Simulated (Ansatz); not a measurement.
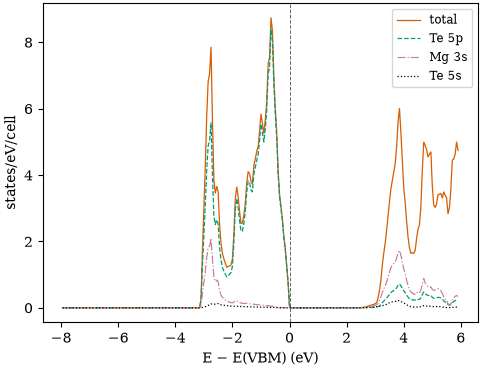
Figure: Total and projected density of states of MgTe (wurtzite, P6_3mc), DFT-PBE in the program Ansatz with PAW potentials

Which orbitals carry the states next to the gap?

Top 1 eV of the valence band: Te 5p 96 %. Bottom 1 eV of the conduction band: Mg 3s 40 %, Te 5p 12 %, Te 5s 7 %, outside the projected shells 41 %. Projections are on Löwdin-orthogonalised atomic valence shells; empty p or d shells of many metals are not among them.

Where is the tallest occupied peak in this window, and what makes it?

Near -0.7 eV, about 8.7 states/eV per cell; the largest projected share is Te 5p.

The PBE relaxation kept the symmetry of its start. Scalar-relativistic: spin–orbit coupling is off unless named, which matters more the heavier the elements.

Potentials: the later of the program's two PAW sets.
